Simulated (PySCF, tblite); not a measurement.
# C2H9B2FSi: geometry, infrared bands and NMR shifts

What infrared bands and NMR shifts should C2H9B2FSi (`CB(C)[SiH2]BF`) show?

Computed with tblite 0.8.0 and PySCF 2.14.0, with density-fitted response routines of our own, on a single molecule in the gas phase. Atoms count from 0, in the outputs and in this text.

## Step 1: Starting geometry

15 atoms, charge 0, multiplicity 1; geometry from: force field or distance geometry start.

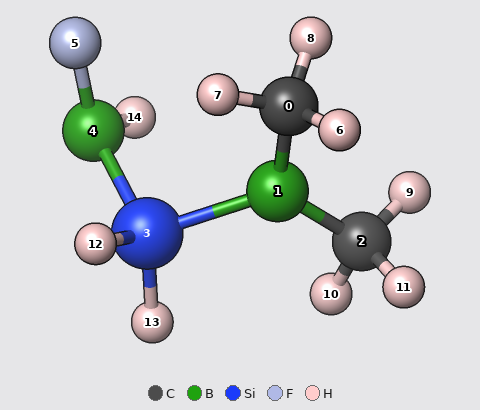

As it starts; carbon dark grey, boron green, silicon blue, fluorine light blue, hydrogen pink, atoms numbered; sticks join atoms by distance.

## Step 2: Optimising the geometry with GFN2-xTB

What the job is given:

```
{"job": {"kind": "relax", "xc": "GFN2-xTB", "basis": "xTB"}, "charge": 0, "multiplicity": 1}
C     -0.858500     1.530900     0.005700
B     -0.593500    -0.007600    -0.028700
C     -1.425800    -1.102600     0.745700
Si     0.957100    -0.612800    -1.050300
B      2.494400    -0.070500     0.040100
F      2.708800     1.370800     0.048700
H     -1.911500     1.694500    -0.319100
H     -0.203100     2.010100    -0.764100
H     -0.648700     2.016800     0.969800
H     -1.551200    -0.913400     1.827800
H     -0.940400    -2.095200     0.612900
H     -2.430500    -1.219100     0.240800
H      0.959200     0.045300    -2.336100
H      0.915500    -2.083400    -1.134100
H      2.523700    -0.555700     1.119200
```

The run is started by

```
$ OMP_NUM_THREADS=1 python probes_run.py task.json out
```

This one command runs all jobs of the session in turn.

**Question.** This job is followed by: GFN2-xTB harmonic vibrations, gas phase; GIAO PBE0/pcSseg-1 NMR shielding, non-relativistic, gas phase. What will the session give for the following? strongest single infrared mode (GFN2-xTB); zero-point energy (GFN2-xTB); ¹³C shifts against TMS (PBE0/pcSseg-1, means over atoms taken as alike); ¹H shifts against TMS (PBE0/pcSseg-1, means over atoms taken as alike); ¹¹B shifts against BF3·OEt2 (PBE0/pcSseg-1); ²⁹Si shifts against TMS (PBE0/pcSseg-1); ¹⁹F shifts against CFCl3 (PBE0/pcSseg-1).

**Answer**, as computed:

```
                                                               quantity                  value
                              strongest single infrared mode (GFN2-xTB)  2130 cm⁻¹, 503 km/mol
                                           zero-point energy (GFN2-xTB)          67.1 kcal/mol
¹³C shifts against TMS (PBE0/pcSseg-1, means over atoms taken as alike)               26.1 ppm
 ¹H shifts against TMS (PBE0/pcSseg-1, means over atoms taken as alike)   6.79, 3.52, 1.55 ppm
                            ¹¹B shifts against BF3·OEt2 (PBE0/pcSseg-1)        110.0, 77.2 ppm
                                ²⁹Si shifts against TMS (PBE0/pcSseg-1)             -107.8 ppm
                               ¹⁹F shifts against CFCl3 (PBE0/pcSseg-1)               72.6 ppm
```

Relaxing lowered the energy by 0.832 eV in 107 steps; the close pair that moved most is B4–F5, from 1.457 to 1.321 Å. No mode is imaginary among the 39: a minimum at this level. The strongest single mode, at 2130 cm⁻¹, moves mainly H12. GFN2-xTB is a fitted tight-binding method: band positions and strengths are rough. Its intensities can rank the bands wrongly. At PBE0/pcSseg-1: Shielding is most anisotropic at F5 (span 734 ppm, paramagnetic term -369 ppm).
